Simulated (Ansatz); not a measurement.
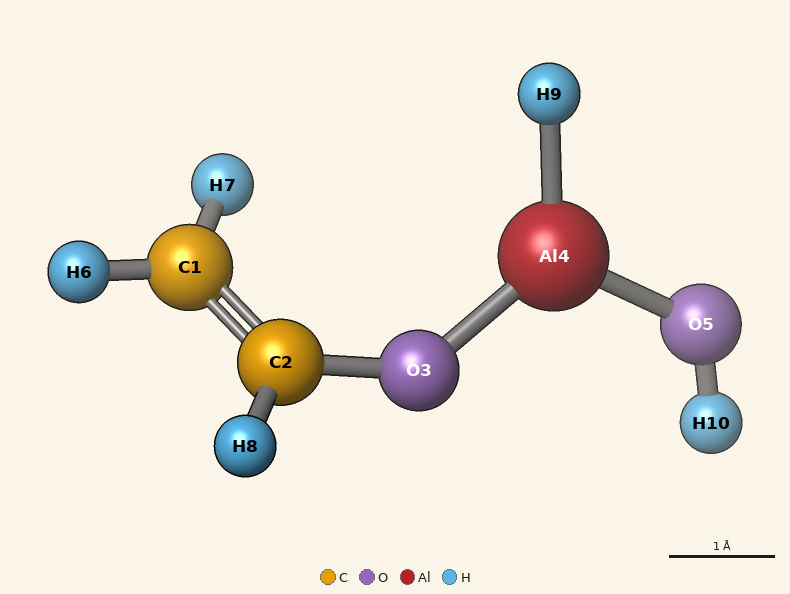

Orthographic view. Distant atoms are faded towards the background colour. The geometry was computed by an optimisation with PBE-D4/def2-SVP. No frequency run is at hand to confirm it as a minimum.

Give the geometry as a Z-matrix, atoms in numerical order, with these reference atoms: 2 to 1; 3 to 2, 1; 4 to 3, 2, 1; 5 to 4, 3, 2; 6 to 1, 2, 3; 7 to 1, 6, 2; 8 to 2, 1, 6; 9 to 4, 5, 3; 10 to 5, 4, 9.

```
C  
C    1   1.348
O    2   1.352   1   126.4
Al   3   1.732   2   137.2   1    33.1
O    4   1.708   3   117.2   2  -163.1
H    1   1.099   2   119.9   3   179.3
H    1   1.102   6   118.2   2   179.7
H    2   1.107   1   120.9   6     0.8
H    4   1.579   5   118.9   3   178.3
H    5   0.970   4   123.6   9  -179.9
```
